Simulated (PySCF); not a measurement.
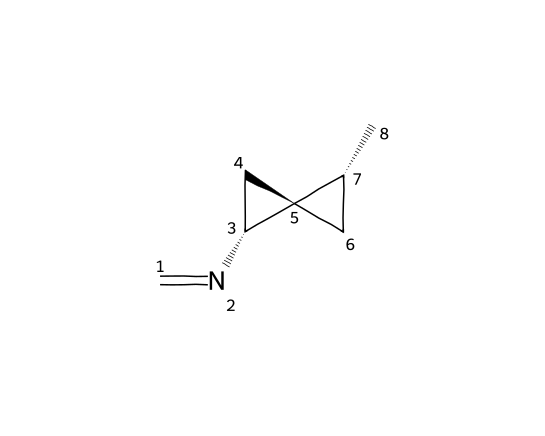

Skeletal drawing with numbered atoms; wedges and dashes mark any stereocentres. The configuration is that of a computed structure (GFN2-xTB).

What are the Cahn–Ingold–Prelog descriptors?

C3: R; C5: R; C7: R.
